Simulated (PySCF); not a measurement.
**Si⁺: dipole response in dyall-av3z**

Aim: the static polarisability and the C₆ coefficient of Si⁺, method by method.

The numbers are computed with PySCF 2.14.0 (unrestricted determinants in a Gaussian basis, no spin-orbit coupling in the energies), except any that are marked as measured or tabulated.

## 1. What is computed

| Property | Result |
| --- | --- |
| Element | silicon (Z = 14) |
| Basis | dyall-av3z |
| Hamiltonian | the spin-free X2C one-electron Hamiltonian (Gaussian nucleus) |
| State 1 | Si⁺: [Ne] 3s2 3p1, 2P determinant |
| Methods | UHF, PBE, PBE0, TPSSh, LC-wPBE |

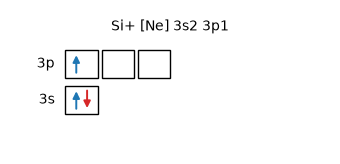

Occupation of the outer shells (arrows by Hund's rule).

The runs were made by one driver on top of PySCF. The scripts below sum up each run's settings (the driver also hands on starting orbitals that pick excited configurations, and frozen orbitals as a list rather than a count), and the logs come from the driver's own runs. The driver starts from symmetry-adapted Hartree-Fock orbitals, holds the occupation by maximum overlap and uses a logarithmic radial grid for functionals, so a plain start would take other cycles.

The integrals over 84 functions and the set-up took 0.51 s of CPU time.

## 2. Si⁺

**UHF**

File input.py:

```python
from pyscf import gto, scf, dft, mp, cc
import basis_set_exchange as bse
mol = gto.M(atom="Si 0 0 0", charge=1, spin=1, symmetry="D2h",
            basis=gto.basis.parse(bse.get_basis("dyall-av3z", elements=["Si"], fmt="nwchem")),
            nucmod="G")
mf = scf.UHF(mol).sfx2c1e()
mf.irrep_nelec = {'Ag': (3, 3), 'B1u': (1, 1), 'B2u': (2, 1), 'B3u': (1, 1)}
mf.kernel()
```

The program printed:

```text
damping factor = 0
level_shift factor = 0
DIIS = <class 'pyscf.scf.diis.CDIIS'>
diis_start_cycle = 1
diis_space = 10
diis_damp = 0
SCF conv_tol = 1e-09
SCF conv_tol_grad = None
number electrons alpha = 7  beta = 6
cycle= 1 E= -289.182041782964  delta_E= -0.00395  |g|= 0.0233  |ddm|= 0.0516
cycle= 2 E= -289.182736886638  delta_E= -0.000695  |g|= 0.0101  |ddm|= 0.0215
cycle= 3 E= -289.18289809398  delta_E= -0.000161  |g|= 0.000571  |ddm|= 0.0165
cycle= 4 E= -289.182898618732  delta_E= -5.25e-07  |g|= 0.000108  |ddm|= 0.00138
cycle= 5 E= -289.182898634115  delta_E= -1.54e-08  |g|= 3.48e-05  |ddm|= 0.000266
cycle= 6 E= -289.182898635883  delta_E= -1.77e-09  |g|= 5.36e-06  |ddm|= 0.000113
cycle= 7 E= -289.182898635926  delta_E= -4.23e-11  |g|= 5.44e-07  |ddm|= 1.9e-05
converged SCF energy = -289.182898635926  <S^2> = 0.76565364  2S+1 = 2.0155929
```

CPU time 19 s on a shared host, the integrals not counted.

Orbital energies by shell (radii are means over both spins):

| shell | electrons | mean orbital energy (eV) | spread (eV) | rms radius (bohr) |
| --- | --- | --- | --- | --- |
| 1s α | 1 | -1886.9 | 0 | 0.129 |
| 1s β | 1 | -1886.7 | 0 | 0.129 |
| 2s α | 1 | -177.99 | 0 | 0.612 |
| 2s β | 1 | -177.79 | 0 | 0.612 |
| 2p α | 3 | -125.55 | 0.383 | 0.599 |
| 2p β | 3 | -125.18 | 0.454 | 0.599 |
| 3s α | 1 | -24.130 | 0 | 2.24 |
| 3s β | 1 | -21.725 | 0 | 2.24 |
| 3p α | 1 | -16.204 | 0 | 2.65 |

⟨S²⟩ = 0.766, ⟨L²⟩ = 2.05.

The driver then solved the coupled dipole response at imaginary frequencies: mean α = 19.39 bohr³ (xx, yy, zz: 18.95, 20.28, 18.95), C₆ = 103.8 au for a like pair.

**PBE**

Changes to input.py:

```diff
@@ -5,3 +5,3 @@
             nucmod="G")
-mf = scf.UHF(mol).sfx2c1e()
+mf = dft.UKS(mol, xc="PBE").sfx2c1e()
 mf.irrep_nelec = {'Ag': (3, 3), 'B1u': (1, 1), 'B2u': (2, 1), 'B3u': (1, 1)}
```

The program printed:

```text
damping factor = 0
level_shift factor = 0
DIIS = <class 'pyscf.scf.diis.CDIIS'>
diis_start_cycle = 1
diis_space = 10
diis_damp = 0
SCF conv_tol = 1e-09
SCF conv_tol_grad = None
number electrons alpha = 7  beta = 6
XC functionals = PBE
    J. P. Perdew, K. Burke, and M. Ernzerhof.,  Phys. Rev. Lett. 77, 3865 (1996)
    J. P. Perdew, K. Burke, and M. Ernzerhof.,  Phys. Rev. Lett. 78, 1396 (1997)
    J. P. Perdew, K. Burke, and M. Ernzerhof.,  Phys. Rev. Lett. 77, 3865 (1996)
    J. P. Perdew, K. Burke, and M. Ernzerhof.,  Phys. Rev. Lett. 78, 1396 (1997)
cycle= 1 E= -289.544698564471  delta_E= -0.0102  |g|= 0.0187  |ddm|= 0.119
cycle= 2 E= -289.544774309346  delta_E= -7.57e-05  |g|= 0.00897  |ddm|= 0.0138
cycle= 3 E= -289.544781856522  delta_E= -7.55e-06  |g|= 0.000907  |ddm|= 0.00178
cycle= 4 E= -289.544782274512  delta_E= -4.18e-07  |g|= 0.000119  |ddm|= 0.000893
cycle= 5 E= -289.544782286686  delta_E= -1.22e-08  |g|= 3.27e-05  |ddm|= 0.000212
cycle= 6 E= -289.544782287024  delta_E= -3.38e-10  |g|= 1.29e-06  |ddm|= 3.52e-05
converged SCF energy = -289.544782287024  <S^2> = 0.75427665  2S+1 = 2.0042721
```

It used 10 s of CPU time after the integrals (shared host).

The driver then solved the coupled dipole response at imaginary frequencies: mean α = 18.99 bohr³ (xx, yy, zz: 18.29, 20.39, 18.29), C₆ = 99.86 au for a like pair.

**PBE0**

Changes to input.py:

```diff
@@ -5,3 +5,3 @@
             nucmod="G")
-mf = dft.UKS(mol, xc="PBE").sfx2c1e()
+mf = dft.UKS(mol, xc="PBE0").sfx2c1e()
 mf.irrep_nelec = {'Ag': (3, 3), 'B1u': (1, 1), 'B2u': (2, 1), 'B3u': (1, 1)}
```

The program printed:

```text
damping factor = 0
level_shift factor = 0
DIIS = <class 'pyscf.scf.diis.CDIIS'>
diis_start_cycle = 1
diis_space = 10
diis_damp = 0
SCF conv_tol = 1e-09
SCF conv_tol_grad = None
number electrons alpha = 7  beta = 6
XC functionals = PBE0
    C. Adamo and V. Barone.,  J. Chem. Phys. 110, 6158 (1999)
    M. Ernzerhof and G. E. Scuseria.,  J. Chem. Phys. 110, 5029 (1999)
cycle= 1 E= -289.566946870953  delta_E= -0.00639  |g|= 0.0138  |ddm|= 0.0996
cycle= 2 E= -289.567067468172  delta_E= -0.000121  |g|= 0.00408  |ddm|= 0.0111
cycle= 3 E= -289.567075842099  delta_E= -8.37e-06  |g|= 0.00139  |ddm|= 0.00278
cycle= 4 E= -289.56707681162  delta_E= -9.7e-07  |g|= 0.000132  |ddm|= 0.00112
cycle= 5 E= -289.567076830942  delta_E= -1.93e-08  |g|= 3.45e-06  |ddm|= 0.000202
cycle= 6 E= -289.567076830959  delta_E= -1.66e-11  |g|= 7.2e-07  |ddm|= 9.75e-06
converged SCF energy = -289.567076830959  <S^2> = 0.75588795  2S+1 = 2.0058793
```

It used 27 s of CPU time after the integrals (shared host).

The driver then solved the coupled dipole response at imaginary frequencies: mean α = 18.95 bohr³ (xx, yy, zz: 18.37, 20.11, 18.37), C₆ = 99.89 au for a like pair.

**TPSSh**

Changes to input.py:

```diff
@@ -5,3 +5,3 @@
             nucmod="G")
-mf = dft.UKS(mol, xc="PBE0").sfx2c1e()
+mf = dft.UKS(mol, xc="TPSSH").sfx2c1e()
 mf.irrep_nelec = {'Ag': (3, 3), 'B1u': (1, 1), 'B2u': (2, 1), 'B3u': (1, 1)}
```

The program printed:

```text
damping factor = 0
level_shift factor = 0
DIIS = <class 'pyscf.scf.diis.CDIIS'>
diis_start_cycle = 1
diis_space = 10
diis_damp = 0
SCF conv_tol = 1e-09
SCF conv_tol_grad = None
number electrons alpha = 7  beta = 6
XC functionals = TPSSH
    V. N. Staroverov, G. E. Scuseria, J. Tao, and J. P. Perdew.,  J. Chem. Phys. 119, 12129 (2003)
cycle= 1 E= -289.700309431418  delta_E= -0.00658  |g|= 0.0135  |ddm|= 0.133
cycle= 2 E= -289.700417747623  delta_E= -0.000108  |g|= 0.00324  |ddm|= 0.0116
cycle= 3 E= -289.70042378085  delta_E= -6.03e-06  |g|= 0.00135  |ddm|= 0.00296
cycle= 4 E= -289.700424210165  delta_E= -4.29e-07  |g|= 0.000139  |ddm|= 0.000688
cycle= 5 E= -289.700424227324  delta_E= -1.72e-08  |g|= 2.53e-06  |ddm|= 0.000216
cycle= 6 E= -289.700424227327  delta_E= -3.18e-12  |g|= 3.78e-07  |ddm|= 6.79e-06
converged SCF energy = -289.700424227327  <S^2> = 0.7565499  2S+1 = 2.0065392
```

It used 42 s of CPU time after the integrals (shared host).

The driver then solved the coupled dipole response at imaginary frequencies: mean α = 19.05 bohr³ (xx, yy, zz: 18.53, 20.07, 18.53), C₆ = 101.8 au for a like pair.

**LC-wPBE**

Changes to input.py:

```diff
@@ -5,3 +5,3 @@
             nucmod="G")
-mf = dft.UKS(mol, xc="TPSSH").sfx2c1e()
+mf = dft.UKS(mol, xc="LC_WPBE").sfx2c1e()
 mf.irrep_nelec = {'Ag': (3, 3), 'B1u': (1, 1), 'B2u': (2, 1), 'B3u': (1, 1)}
```

The program printed:

```text
damping factor = 0
level_shift factor = 0
DIIS = <class 'pyscf.scf.diis.CDIIS'>
diis_start_cycle = 1
diis_space = 10
diis_damp = 0
SCF conv_tol = 1e-09
SCF conv_tol_grad = None
number electrons alpha = 7  beta = 6
XC functionals = LC_WPBE
    O. A. Vydrov and G. E. Scuseria.,  J. Chem. Phys. 125, 234109 (2006)
cycle= 1 E= -289.587448660321  delta_E= -0.0105  |g|= 0.0244  |ddm|= 0.106
cycle= 2 E= -289.587828265969  delta_E= -0.00038  |g|= 0.00904  |ddm|= 0.0212
cycle= 3 E= -289.58787950377  delta_E= -5.12e-05  |g|= 0.00353  |ddm|= 0.00624
cycle= 4 E= -289.58789194026  delta_E= -1.24e-05  |g|= 0.000571  |ddm|= 0.00402
cycle= 5 E= -289.587892413277  delta_E= -4.73e-07  |g|= 4.66e-05  |ddm|= 0.000939
cycle= 6 E= -289.587892415443  delta_E= -2.17e-09  |g|= 7.23e-06  |ddm|= 0.000108
cycle= 7 E= -289.587892415518  delta_E= -7.5e-11  |g|= 1.43e-06  |ddm|= 2.16e-05
converged SCF energy = -289.587892415518  <S^2> = 0.75774677  2S+1 = 2.0077318
```

CPU time 28 s on a shared host, the integrals not counted.

The driver then solved the coupled dipole response at imaginary frequencies: mean α = 18.80 bohr³ (xx, yy, zz: 18.36, 19.69, 18.36), C₆ = 98.81 au for a like pair.

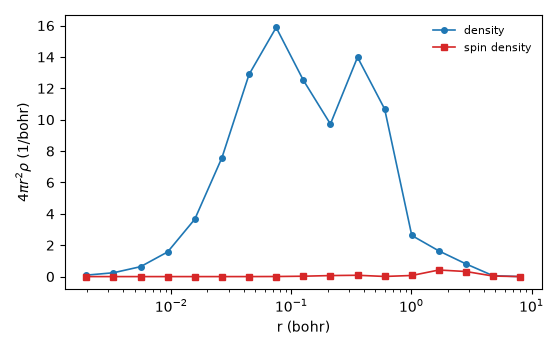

Radial density 4πr²ρ of Si⁺ at UHF, at 17 stored radii joined by straight lines.

## 3. Polarisabilities and C₆

Si⁺, in atomic units:

| method | mean α | C₆ (like pair) | S(−4) |
| --- | --- | --- | --- |
| UHF | 19.39 | 103.8 | 152.1 |
| PBE | 18.99 | 99.86 | 147.6 |
| PBE0 | 18.95 | 99.89 | 145.1 |
| TPSSh | 19.05 | 101.8 | 143.7 |
| LC-wPBE | 18.80 | 98.81 | 142.4 |

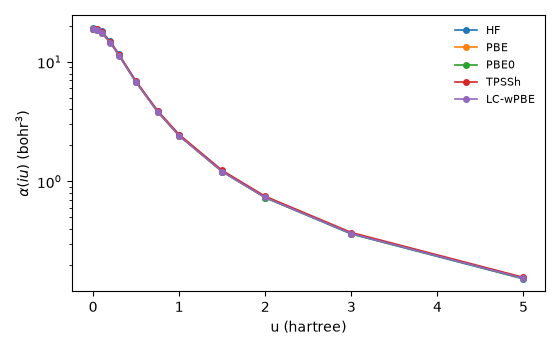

α(iu) of Si⁺, the polarisability at imaginary frequency, on a logarithmic scale.

## 4. Summary of results

```
quantity                                 value
α of Si⁺  18.80 (LC-wPBE) to 19.39 (UHF) bohr³
```

In words: A single London oscillator with the computed α and C₆ of Si⁺ at UHF would have ω = 4 C₆ / (3 α²) = 0.368 hartree. All values hold for this basis alone; no basis-set limit was taken.
